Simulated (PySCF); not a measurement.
**MP2/6-31G(d) (spherical functions) run of BBrClF (SMILES FB(Cl)Br)**

What is the vertical ionisation energy of BBrClF at MP2/6-31G* (spherical functions)? Input form: a Python script.

The results are computed with PySCF 2.14.0.

### 1 Starting point

The species is BBrClF (4 atoms), meant as a singlet with charge 0. SMILES: `FB(Cl)Br`. The shape is that of a PBE0-D4/def2-TZVP optimisation.

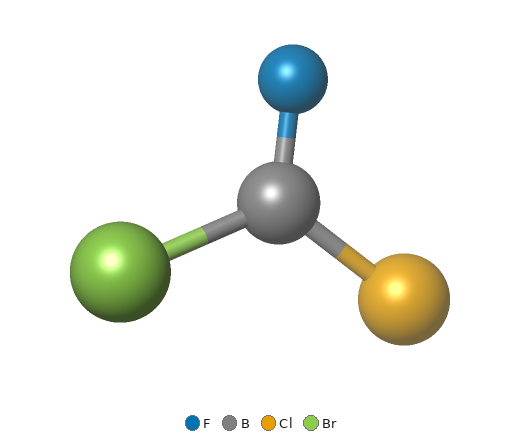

Viewed from a chosen angle; fluorine blue, boron grey, chlorine amber, bromine green.

### 2 A single-point energy at MP2/6-31G(d) (spherical functions)

File run.py:

```python
from pyscf import gto, mp

mol = gto.Mole()
mol.atom = '''
F     -0.071432    -2.522784    -1.024987
B      0.000945    -0.257570    -0.034204
Cl    -0.699010     0.134171     3.148284
Br     0.874187     2.532422    -2.127454
'''
mol.spin = 0
mol.max_memory = 1860
mol.verbose = 4
mol.unit = 'bohr'
mol.basis = '6-31g*'
mol.build()

mf = mol.RHF()
mf.conv_tol = 1e-10
mf.kernel()
if not mf.converged:
    mf = mf.newton().run(mf.mo_coeff, mf.mo_occ)

pt = mp.MP2(mf, frozen=16).run()
e_final = pt.e_tot
print('E(%s) = %.9f' % ('MP2', e_final))
```

On the command line:

```sh
OMP_NUM_THREADS=1 python run.py
```

The program printed:

```text
PySCF version 2.14.0

[INPUT] num. atoms = 4
[INPUT] num. electrons = 66
[INPUT] charge = 0
[INPUT] spin (= nelec alpha-beta = 2S) = 0
[INPUT] symmetry False subgroup None
[INPUT] Mole.unit = bohr
[INPUT] Symbol           X                Y                Z      unit          X                Y                Z       unit  Magmom
[INPUT]  1 F     -0.037800186530  -1.334999800874  -0.542399761889 AA   -0.071432000000  -2.522784000000  -1.024987000000 Bohr   0.0
[INPUT]  2 B      0.000500072464  -0.136300174217  -0.018099977322 AA    0.000945000000  -0.257570000000  -0.034204000000 Bohr   0.0
[INPUT]  3 Cl    -0.369900162205   0.071000235566   1.666000146304 AA   -0.699010000000   0.134171000000   3.148284000000 Bohr   0.0
[INPUT]  4 Br     0.462599838483   1.340100010832  -1.125800174081 AA    0.874187000000   2.532422000000  -2.127454000000 Bohr   0.0

nuclear repulsion = 282.415817676537
number of shells = 32
number of NR pGTOs = 200
number of NR cGTOs = 78
basis = 6-31g*
ecp = {}

******** <class 'pyscf.scf.hf.RHF'> ********
method = RHF
initial guess = minao
damping factor = 0
level_shift factor = 0
DIIS = <class 'pyscf.scf.diis.CDIIS'>
diis_start_cycle = 1
diis_space = 8
diis_damp = 0
SCF conv_tol = 1e-10
SCF conv_tol_grad = None
SCF max_cycles = 50
direct_scf = True
direct_scf_tol = 1e-13
Set gradient conv threshold to 1e-05
Initial guess from minao.
init E= -3155.31243676172
  HOMO = -0.394302560376471  LUMO = 0.0781708552439015  gap/eV = 12.85666
cycle= 1 E= -3155.75521173616  delta_E= -0.443  |g|= 0.574  |ddm|= 1.97
  HOMO = -0.449356521790008  LUMO = 0.035667304762546  gap/eV = 13.19817
cycle= 2 E= -3155.81730669948  delta_E= -0.0621  |g|= 0.337  |ddm|= 0.742
  HOMO = -0.439069976873806  LUMO = 0.10204232925096  gap/eV = 14.72442
cycle= 3 E= -3155.84090627272  delta_E= -0.0236  |g|= 0.0378  |ddm|= 0.259
  HOMO = -0.43796876289217  LUMO = 0.108742333312259  gap/eV = 14.87677
cycle= 4 E= -3155.84148540997  delta_E= -0.000579  |g|= 0.0122  |ddm|= 0.0655
  HOMO = -0.438337953344179  LUMO = 0.106234738640262  gap/eV = 14.81858
cycle= 5 E= -3155.84153559248  delta_E= -5.02e-05  |g|= 0.0028  |ddm|= 0.0205
  HOMO = -0.438529765175285  LUMO = 0.106436614677231  gap/eV = 14.82929
cycle= 6 E= -3155.84153992977  delta_E= -4.34e-06  |g|= 0.000787  |ddm|= 0.00697
  HOMO = -0.438482829276322  LUMO = 0.106469773129745  gap/eV = 14.82892
cycle= 7 E= -3155.84154029702  delta_E= -3.67e-07  |g|= 0.000265  |ddm|= 0.00215
  HOMO = -0.438491403595427  LUMO = 0.10650579338826  gap/eV = 14.83013
cycle= 8 E= -3155.84154033903  delta_E= -4.2e-08  |g|= 6.49e-05  |ddm|= 0.000714
  HOMO = -0.438486697445873  LUMO = 0.10651223283905  gap/eV = 14.83018
cycle= 9 E= -3155.84154034265  delta_E= -3.62e-09  |g|= 1.54e-05  |ddm|= 0.0002
  HOMO = -0.438487237064663  LUMO = 0.106512286775239  gap/eV = 14.83019
cycle= 10 E= -3155.84154034286  delta_E= -2.14e-10  |g|= 3.88e-06  |ddm|= 4.48e-05
  HOMO = -0.438487069638412  LUMO = 0.106512087528328  gap/eV = 14.83018
cycle= 11 E= -3155.84154034288  delta_E= -1.41e-11  |g|= 9.87e-07  |ddm|= 1.11e-05
  HOMO = -0.438487128926701  LUMO = 0.106512259846059  gap/eV = 14.83019
Extra cycle  E= -3155.84154034288  delta_E= -3.64e-12  |g|= 4.53e-07  |ddm|= 1.77e-06
converged SCF energy = -3155.84154034288

******** <class 'pyscf.mp.mp2.RMP2'> ********
nocc = 17, nmo = 62
frozen orbitals 16
E(RMP2) = -3156.46609152803  E_corr = -0.624551185143379
E(SCS-RMP2) = -3156.42920146825  E_corr = -0.587661125363234
E_corr(same-spin) = -0.186692650164024
E_corr(oppo-spin) = -0.437858534979355
E(MP2) = -3156.466091528
```

Run time: 2.2 s. Hardware: 1 thread of Arm Neoverse V1, shared host; peak memory 0.17 GiB.

### 3 The doublet cation, same level

File input.xyz:

```xyz
4

F     -0.037800    -1.335000    -0.542400
B      0.000500    -0.136300    -0.018100
Cl    -0.369900     0.071000     1.666000
Br     0.462600     1.340100    -1.125800
```

File job.py:

```python
from pyscf import gto, scf, mp

mol = gto.M(
    atom='input.xyz',
    basis='6-31g*',
    max_memory=1860,
    charge=1,
    verbose=3,
    spin=1,
)

mf = scf.UHF(mol)
mf.conv_tol = 1e-10
mf.kernel()
if not mf.converged:
    mf = mf.newton().run(mf.mo_coeff, mf.mo_occ)

pt = mp.MP2(mf, frozen=16).run()
etot = pt.e_tot
print('E(%s) = %.9f' % ('MP2', etot))
```

On the command line:

```sh
OMP_NUM_THREADS=1 python job.py
```

The program printed:

```text
converged SCF energy = -3155.44755972153  <S^2> = 0.75781207  2S+1 = 2.0077969
E(UMP2) = -3156.04979594084  E_corr = -0.602236219312769
E(SCS-UMP2) = -3156.01549102226  E_corr = -0.567931300733029
E(MP2) = -3156.049795941
```

It took 3.3 s on 1 thread of Arm Neoverse V1, shared host; peak memory 0.18 GiB.

### 4 What came out

Level: MP2/6-31G* (spherical functions), 16 core orbitals frozen.

| quantity | value |
| --- | --- |
| singlet BBrClF: total energy | -3156.46609 Eh |
| singlet BBrClF: dipole moment (Hartree–Fock density) | 0.08 D |
| singlet BBrClF: HOMO energy (Hartree–Fock orbitals) | -11.93 eV |
| singlet BBrClF: LUMO energy (Hartree–Fock orbitals) | 2.90 eV |
| singlet BBrClF: HOMO–LUMO gap (Hartree–Fock orbitals) | 14.83 eV |
| singlet BBrClF: correlation energy (16 core orbitals frozen) | -624.6 mEh |
| doublet cation: total energy | -3156.04980 Eh |
| doublet cation: HOMO energy (Hartree–Fock orbitals) (highest over α and β) | -18.57 eV |
| doublet cation: LUMO energy (Hartree–Fock orbitals) (lowest over α and β) | -9.55 eV |
| doublet cation: correlation energy (16 core orbitals frozen) | -602.2 mEh |
| doublet cation: ⟨S²⟩ of the reference determinant | 0.758 |
| vertical ionisation energy (to the doublet cation) | 11.328 eV |

**Reading.** The vertical ionisation energy comes to 11.33 eV (261 kcal/mol). Mulliken charges (singlet BBrClF) of the mean-field density run from -0.33 on F1 to +0.65 on B2; they depend strongly on the basis.
